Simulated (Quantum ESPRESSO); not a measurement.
Consider KCaCl3 (Cm).

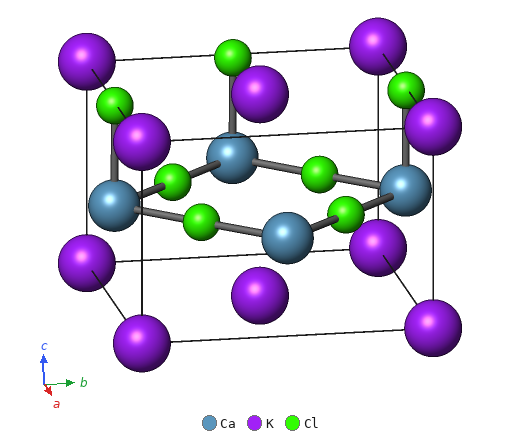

The structure (calcium blue, potassium purple, chlorine green). Some periodic images of atoms are drawn too.

```
Ca K Cl
1.0
     3.82287   -3.82431    0.00000
     3.82287    3.82431    0.00000
    -0.00053    0.00000    5.40652
Ca K Cl
1 1 3
Cartesian
  3.8065 0.0000 2.6233
  7.6303 0.0000 5.4064
  5.7147 -1.9271 2.6101
  3.8781 0.0000 5.3262
  5.7147 1.9271 2.6101
```

Absorber: atom 3, with 1 Ca at 2.70 Å and 1 Ca at 2.71 Å (linear, site symmetry 1). Method: Quantum ESPRESSO XSpectra, LDA, full core hole (charged cell), 5-atom cell with 5.4 Å between holes, 4×4×4 k points, dipole transitions, Lorentzian half width 0.32 eV up to 4 eV, rising linearly to 2.5 eV at 25 eV (counted from xe0, 1.9 eV below the zero used here).

Question: Where do the maxima of the Cl K edge fall?

Main maxima up to 24 eV above the zero (height): 2.1 eV (1.32), 3.5 eV (1.36), 4.8 eV (1.38), 9.9 eV (0.85) and 14.9 eV (1.26). A K edge sees empty p states on the absorber. The total-energy difference plus the lowest empty eigenvalue puts the zero at 2827.08 eV. One term is added: -17.80 eV, since the hole is spin-paired here and a spin-polarised one costs that much less in the free atom (computed apart). The photon energy is then 2809.28 eV. The functional and the charged cell's background leave an error in such absolute values: in the free atom LDA prices this hole 9.7 eV below PBE (computed apart), and PBE is itself good to a few eV.

The Cl K spectrum (energy from the lowest empty level; intensity scaled to a mean of 1 over the first 20 eV; the points at xe0, where the cut of filled states can leave a spike, are interpolated; polarised curves are means over the symmetry-equivalent atoms):

```tsv
E (eV)	isotropic	ε ∥ x	ε ∥ z
-2.0	0.04	0.04	0.04
-0.5	0.08	0.08	0.08
1.0	0.50	0.46	0.59
2.5	1.15	1.18	1.10
4.0	1.19	1.31	0.96
5.5	1.35	1.46	1.12
7.0	0.85	1.01	0.54
8.5	0.73	0.76	0.66
10.0	0.85	0.80	0.95
11.5	0.81	0.77	0.90
13.0	1.00	0.95	1.10
14.5	1.24	1.18	1.36
16.0	1.19	1.16	1.24
17.5	1.04	1.04	1.04
19.0	1.00	1.02	0.97
20.5	1.01	1.04	0.96
22.0	1.02	1.04	0.98
23.5	1.05	1.07	1.01
25.0	1.12	1.15	1.06
26.5	1.17	1.20	1.11
28.0	1.13	1.14	1.12
29.5	1.06	1.05	1.08
31.0	0.99	0.97	1.03
```

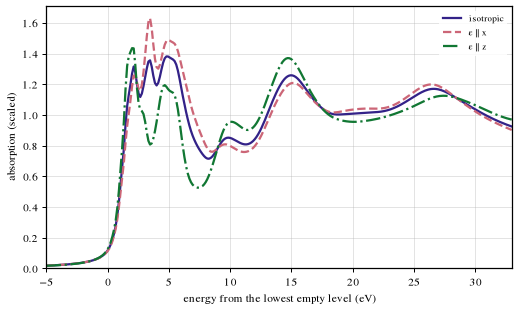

The Cl K edge.

The crystal has 2 inequivalent Cl sites and not all are shown here, while a measurement adds them all. The holes are only 5.4 Å apart, so the shape is probably not converged with cell size; no larger cell was run here. The structure is a computed Materials Project entry and may be a hypothetical form.

[Banner, clock and machine lines of the logs are left out without a mark of their own.]

[Logs are printed without paths, hosts, clocks, repeated set-up lines and the standing remarks that a program may print on its own settings, such as how far it seeks lower states.]

[Hosts, paths, dates, database ids (printed as entryN), source tags and the programs' standing remarks are cut or masked in the printed files.]

[Lists of maxima count a maximum above −3 eV only where it reaches 4 % of the highest in the window and stands out from its surroundings by 2 % of it (1.5 % where it reaches 55 %); shoulders and weaker maxima are passed over, and of the rest the first, up to two pre-edge ones and the few strongest are named.]
